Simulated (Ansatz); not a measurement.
## Electronic structure of F2Si···HF in real space

```yaml
atoms:
  - { symbol: Si, position_ang: [-0.7919, 0.0000, 0.1845] }
  - { symbol: H, position_ang: [1.4885, 0.0002, 1.5637] }
  - { symbol: F, position_ang: [1.9315, -0.0002, 0.7533] }
  - { symbol: F, position_ang: [-0.7538, 1.2498, -0.8542] }
  - { symbol: F, position_ang: [-0.7537, -1.2497, -0.8543] }
```

All numbers below come from RKS PBE0/def2-SVP in Ansatz 0.2.0.

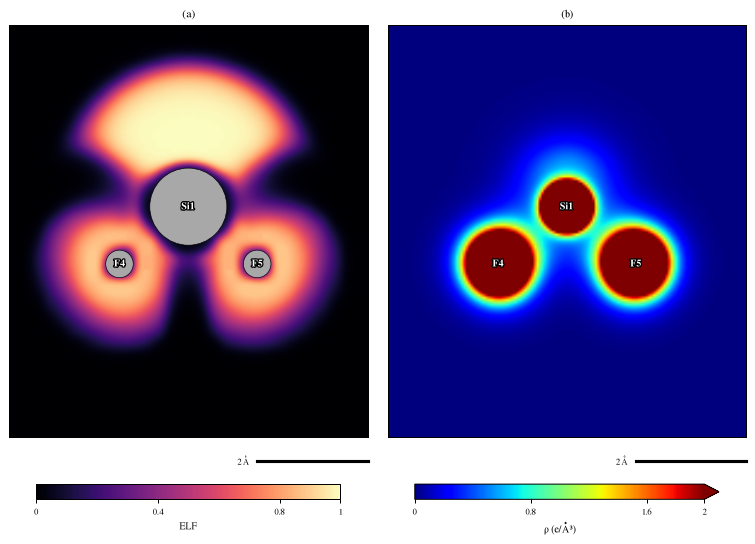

Figure 1. (a) ELF; (b) electron density on the plane of atoms F4, Si1 and F5. Grey discs cover the atomic cores in the ELF map.

Q: Interpret the plot.

A: Atoms in the plane: Si and F.
Si–F (1.63 Å): ρ at the midpoint is about 1 e/Å³; the ELF peaks at about 0.85 in the valence shell of F, 0.5 Å from its nucleus, and is about 0.45 at the midpoint.
The ELF also peaks beside F4, F5 and Si1, away from the bonds: lone-pair regions.

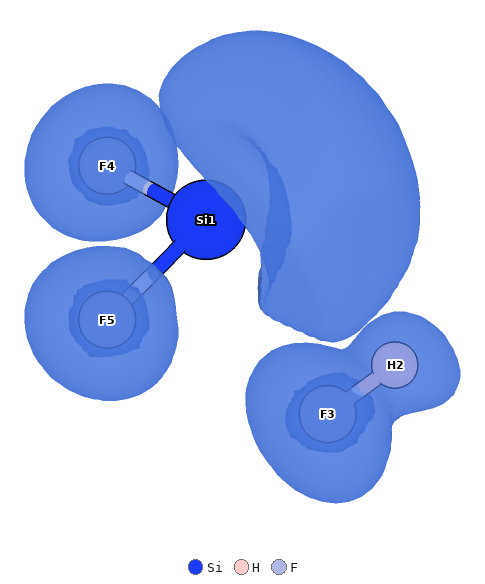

Figure 2. Isosurface of the electron localisation function at 0.75 (blue), seen at an oblique angle. Only the valence region is drawn (cores and ρ < 0.01 e/Å³ removed).

Q: Describe the localisation domains.

A: At this value the surface marks out one lobe on Si, pointing away from the bonds (lone pairs), two regions wrapped around F (its lone pairs, merged into a ring or cap) and one joined region spread over several atoms (F, H), in which their bonds and any lone pairs are merged. Profiles from the grid: Si1···F3 (2.78 Å): the ELF dips to about 0.10 between them.

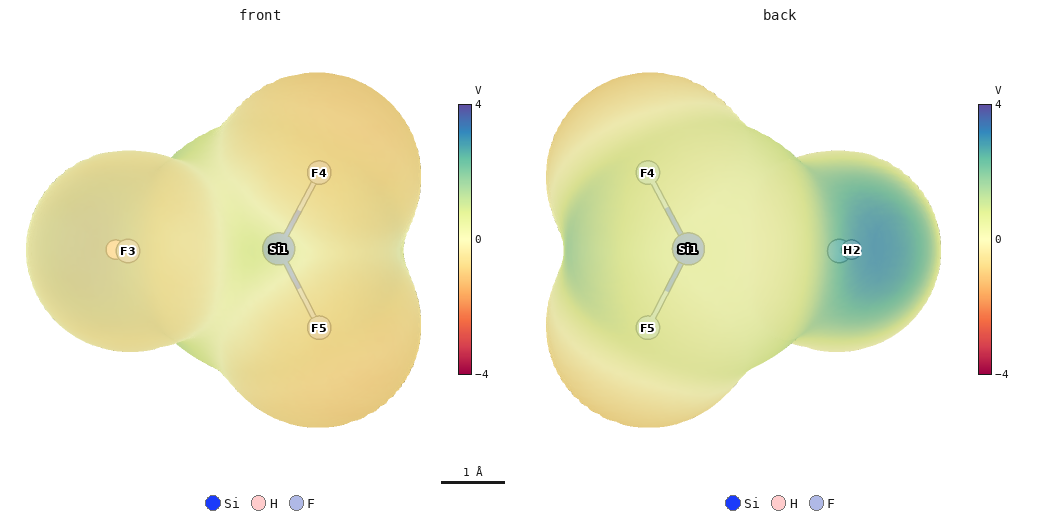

Figure 3. The electrostatic potential painted on the density surface at 0.001 e/bohr³, seen from the front and from behind; red is negative and blue positive.

Q: Describe the electrostatic potential map.

A: The most negative region (about −0.9 V, or −21 kcal/mol for a unit charge) lies over F4 and F5, the most positive (about +3.0 V, or +69 kcal/mol for a unit charge) over H2.

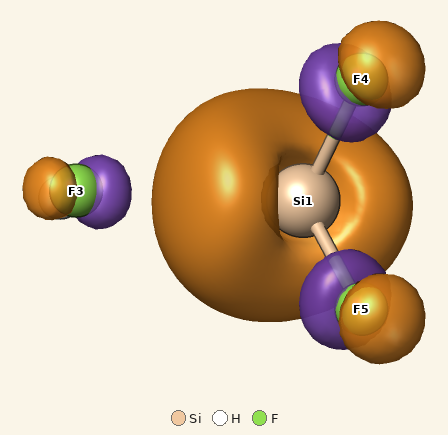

Figure 4. The HOMO at ±0.15 Å⁻³ᐟ² (orange and purple are the two phases), seen across its widest extent.

Q: Describe this orbital and give its energy.

A: By Hirshfeld shares it lies mainly on Si1 (about 75 %), F4 (about 10 %) and F5 (about 10 %). Its energy is −8.18 eV.
